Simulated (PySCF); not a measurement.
## Run report: CH6Cl2GaN, geometry relaxation

The run: geometry relaxation of CH6Cl2GaN, SMILES [CH3][Ga-]([NH3+])([Cl])[Cl]. Method and program: PBE0-D3(BJ)/def2-SVP geometry optimisation, gas phase (PySCF 2.14.0).

It belongs to a series of runs on one base structure; here: H on Ga replaced by CH3.

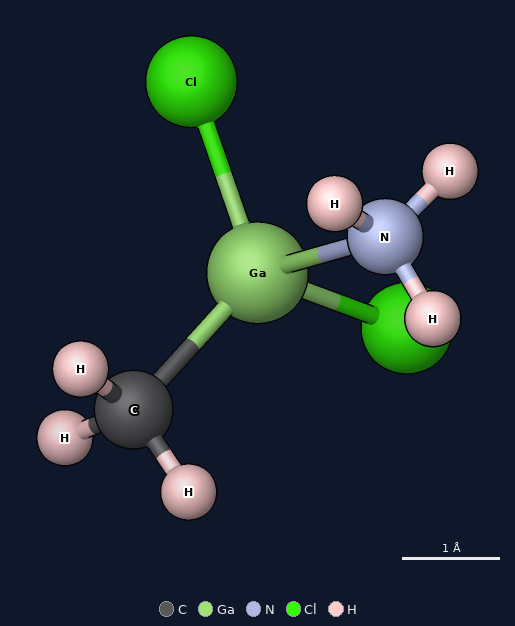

*The input geometry (ball-and-stick view, seen at an oblique angle). Sticks mark near contacts.*

### Input file
```
{"job": {"xc": "PBE0", "basis": "def2-SVP", "d3": "d3bj", "grid": 1, "shake": 0.01, "kind": "geom"}, "charge": 0, "multiplicity": 1}
C      1.649120    -0.569470     0.387870
Ga     0.230510     0.912950     0.161480
N     -1.587290    -0.336220    -0.478320
Cl     0.305370     2.155910    -1.552350
Cl    -0.669050     1.766170     1.860870
H      1.312430    -1.255960     1.141780
H      2.597700    -0.128310     0.696910
H      1.803210    -1.063510    -0.564170
H     -2.334070     0.329690    -0.588230
H     -1.849570    -1.004950     0.253890
H     -1.420240    -0.832130    -1.335400
```

The first line tells a small driver script what to run in PySCF; the rest is the geometry in Å.

Hardware: 1 CPU thread, shared host.

Run as:
```bash
OMP_NUM_THREADS=1 python <driver script> task.json out
```

### The program's output
```
step   0  E = -2940.61110363  max force = 0.049353
step   1  E = -2940.62124619  max force = 0.007368
step   2  E = -2940.62157589  max force = 0.003088
step   3  E = -2940.62165534  max force = 0.000483
step   4  E = -2940.62165547  max force = 0.000356
optimisation converged
```

### Trajectory as extended XYZ (Å, eV, eV/Å), 5 frames, from step=0 to step=4
```
11
Properties=species:S:1:pos:R:3:forces:R:3 step=0 energy=-80018.10388
C     1.6491   -0.5695    0.3879   -0.9149   1.7951  -0.4027
Ga    0.2305    0.9130    0.1615    0.9347  -2.5378  -0.2713
N    -1.5873   -0.3362   -0.4783    0.9566   0.2148   1.2421
Cl    0.3054    2.1559   -1.5523    0.0069   0.6291  -0.8064
Cl   -0.6691    1.7662    1.8609   -0.5555   0.5524   0.9682
H     1.3124   -1.2560    1.1418   -0.2376  -0.6736   0.6088
H     2.5977   -0.1283    0.6969    0.2322   0.1454   0.1457
H     1.8032   -1.0635   -0.5642    0.0188  -0.3486  -0.4526
H    -2.3341    0.3297   -0.5882   -0.4946   0.2808  -0.1951
H    -1.8496   -1.0050    0.2539    0.0576   0.2033  -0.2297
H    -1.4202   -0.8321   -1.3354   -0.0042  -0.2608  -0.6070
11
Properties=species:S:1:pos:R:3:forces:R:3 step=1 energy=-80018.37987
C     1.6261   -0.5711    0.4206    0.0178  -0.1297   0.0380
Ga    0.2196    0.7439    0.1142   -0.2373   0.3789   0.0947
N    -1.5338   -0.2567   -0.4733    0.0163   0.0019  -0.1491
Cl    0.2994    2.0556   -1.6580    0.0190  -0.1052   0.1896
Cl   -0.7561    1.7024    1.8553    0.1769  -0.0977  -0.2542
H     1.3126   -1.2861    1.2020    0.0735   0.0652  -0.1057
H     2.5571   -0.0838    0.7522   -0.1005  -0.0042  -0.0129
H     1.8405   -1.1158   -0.5128    0.0140  -0.0256   0.0713
H    -2.2628    0.4508   -0.6066    0.1400  -0.0731   0.0038
H    -1.8638   -0.9070    0.2386   -0.0306  -0.0583   0.0378
H    -1.4124   -0.7612   -1.3549   -0.0892   0.0478   0.0866
11
Properties=species:S:1:pos:R:3:forces:R:3 step=2 energy=-80018.38884
C     1.6213   -0.5755    0.4208   -0.0572  -0.0357  -0.0290
Ga    0.2158    0.7479    0.1139   -0.0848   0.1588   0.0616
N    -1.5359   -0.2589   -0.4759    0.0481  -0.0610  -0.0074
Cl    0.3147    2.0587   -1.6465    0.0105  -0.0460   0.0883
Cl   -0.7394    1.7153    1.8448    0.0870  -0.0510  -0.1353
H     1.3145   -1.2890    1.2008    0.0165  -0.0014   0.0002
H     2.5451   -0.0814    0.7536   -0.0059   0.0249   0.0093
H     1.8432   -1.1259   -0.5059    0.0124  -0.0122   0.0158
H    -2.2571    0.4520   -0.6088    0.0110   0.0194   0.0040
H    -1.8700   -0.9090    0.2368   -0.0042   0.0067  -0.0085
H    -1.4259   -0.7632   -1.3564   -0.0334  -0.0025   0.0010
11
Properties=species:S:1:pos:R:3:forces:R:3 step=3 energy=-80018.39100
C     1.6116   -0.5812    0.4235   -0.0185  -0.0121  -0.0165
Ga    0.2154    0.7499    0.1127    0.0016  -0.0032   0.0024
N    -1.5350   -0.2603   -0.4804    0.0192  -0.0222   0.0036
Cl    0.3362    2.0604   -1.6359    0.0062   0.0084  -0.0114
Cl   -0.7227    1.7276    1.8301   -0.0077   0.0082   0.0034
H     1.3074   -1.2926    1.2052   -0.0031  -0.0088   0.0248
H     2.5304   -0.0794    0.7591    0.0140   0.0030   0.0064
H     1.8422   -1.1366   -0.4977    0.0088   0.0021  -0.0029
H    -2.2496    0.4569   -0.6117   -0.0193   0.0185   0.0041
H    -1.8736   -0.9074    0.2329   -0.0002   0.0116  -0.0003
H    -1.4359   -0.7663   -1.3607   -0.0011  -0.0055  -0.0137
11
Properties=species:S:1:pos:R:3:forces:R:3 step=4 energy=-80018.39101
C     1.6099   -0.5843    0.4271   -0.0138  -0.0019  -0.0021
Ga    0.2162    0.7499    0.1120    0.0137  -0.0183  -0.0032
N    -1.5350   -0.2585   -0.4836    0.0056  -0.0020  -0.0053
Cl    0.3446    2.0597   -1.6368    0.0060   0.0029  -0.0098
Cl   -0.7241    1.7312    1.8256   -0.0088   0.0073   0.0076
H     1.3040   -1.2945    1.2099   -0.0022   0.0006   0.0089
H     2.5288   -0.0828    0.7643    0.0030  -0.0005   0.0031
H     1.8433   -1.1407   -0.4930    0.0021   0.0018   0.0004
H    -2.2486    0.4604   -0.6148   -0.0047   0.0045   0.0027
H    -1.8754   -0.9039    0.2303    0.0007   0.0053   0.0011
H    -1.4372   -0.7654   -1.3638   -0.0016   0.0003  -0.0033
```

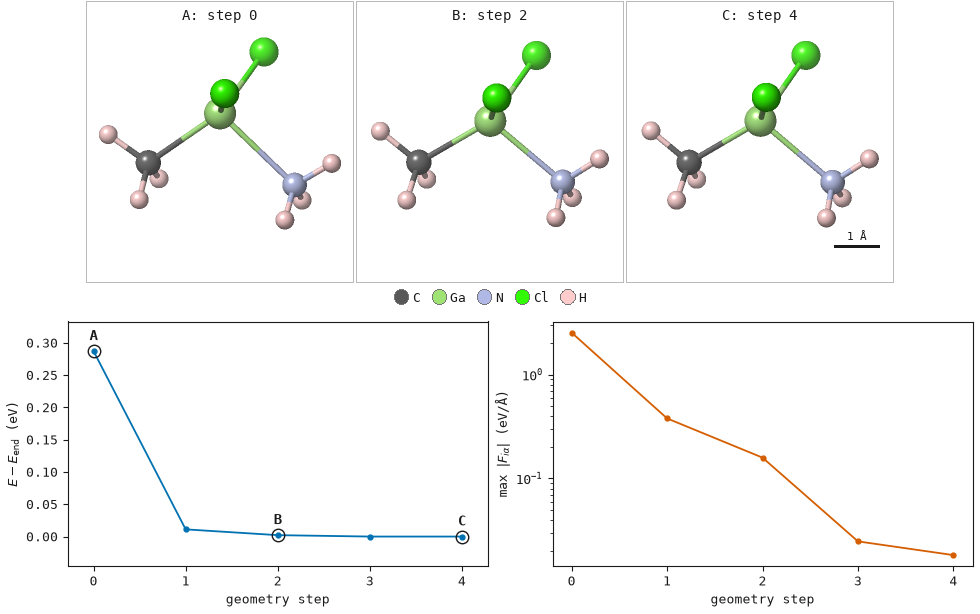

*Frames of the relaxation (ball-and-stick view, seen at a tilt) above the curves, on which the letters mark them (steps are counted from 0).*

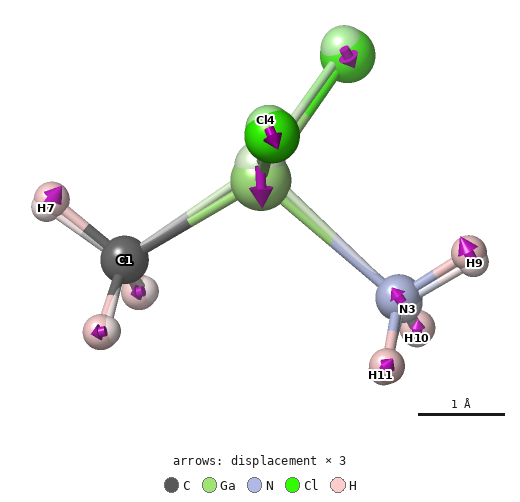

*Start (faint) and end (solid) with the displacements as pink arrows, magnified 3 times (ball-and-stick view, seen at a tilt). The two geometries are laid on each other by the best rigid fit.*

After 4 geometry steps the energy has fallen by 0.287 eV. Largest force component: 2.5 eV/Å at the start, 0.018 eV/Å at the end. Ga2 moves most after the best rigid fit: 0.17 Å. Largest moves by element: Ga 0.17 Å, H 0.11 Å, Cl 0.10 Å, N 0.07 Å, C 0.02 Å. Among the contacts that change: Ga2–N3 2.297 → 2.107 Å, C1–Ga2 2.064 → 1.955 Å, Ga2–Cl5 2.104 → 2.187 Å, Ga2–Cl4 2.118 → 2.189 Å. Among the angles that change: C1–Ga2–N3 100.6° → 108.1°, H9–N3–H11 110.9° → 107.8°, Cl4–Ga2–Cl5 115.5° → 112.5°. (Atoms are counted from 1 in the order of the input.)

### Summary

```tsv
quantity	value
outcome	converged
total energy	−2940.621655 hartree
dipole moment	6.21 D
point group	Cs
wall time	55 s
peak memory	0.53 GiB
```
